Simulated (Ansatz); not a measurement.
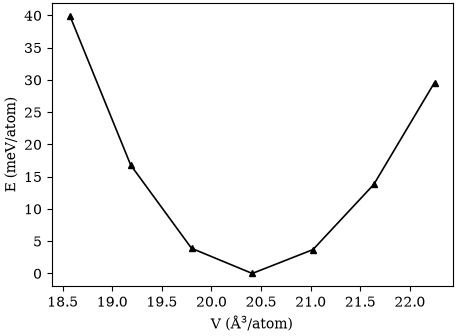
*MgSe (rock salt, Fm-3m) under volume change, HSE06 in the plane-wave PAW code Ansatz, shape and atoms relaxed at each volume.*

### Question
What does a third-order Birch–Murnaghan fit give for V₀, B₀ and B′?

### Answer
V₀ = 20.41 Å³/atom, B₀ = 66.2 GPa, B′ = 4.1.

The cell was relaxed with HSE06 under the symmetry of its start. The volume moved by -30 % from the start of the relaxation.

Potentials: the later of the program's two PAW sets.
